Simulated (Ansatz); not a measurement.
```xyz
13

C    -1.9365    1.0023    0.7948
Si   -0.2834    1.3604    0.0186
S     1.3280    0.4287    1.0916
S     0.7830   -1.5231    0.7241
C     1.6685   -1.8762   -0.8030
H    -1.9787    1.3967    1.8119
H    -2.1098   -0.0750    0.8307
H    -2.7376    1.4617    0.2094
H     0.0278    2.8164    0.0486
H    -0.2483    0.8849   -1.3907
H     1.3340   -1.2217   -1.6075
H     1.4298   -2.9117   -1.0573
H     2.7435   -1.7783   -0.6565
```

Geometry: PBE0-D4/def2-TZVP.

Computed with RKS PBE0-D4/def2-TZVPP (Ansatz).

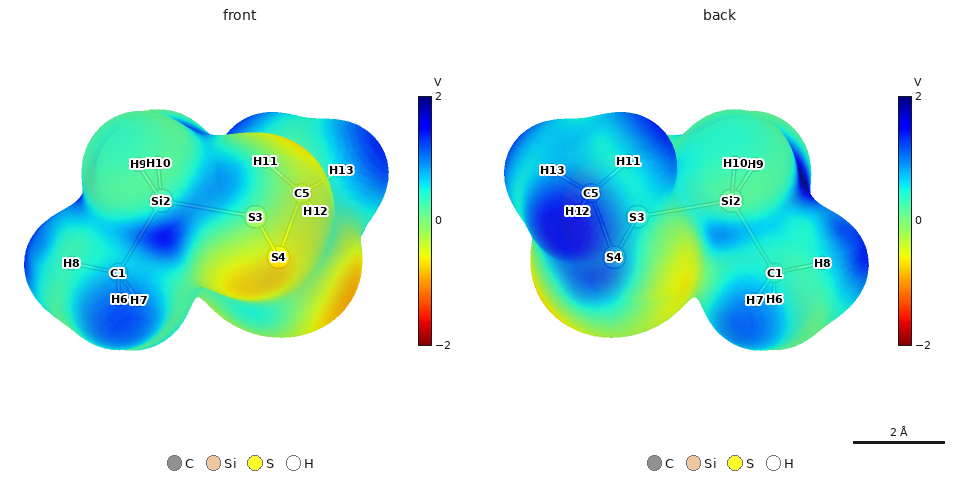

C₂H₈S₂Si. The molecular electrostatic potential painted on the density surface at 0.004 e/bohr³, seen from the front and from behind; red is negative and blue positive.

**Where is the surface potential most negative and most positive?**

The most negative region (about −0.9 V) lies over S4, the most positive (about +1.7 V) over Si2.
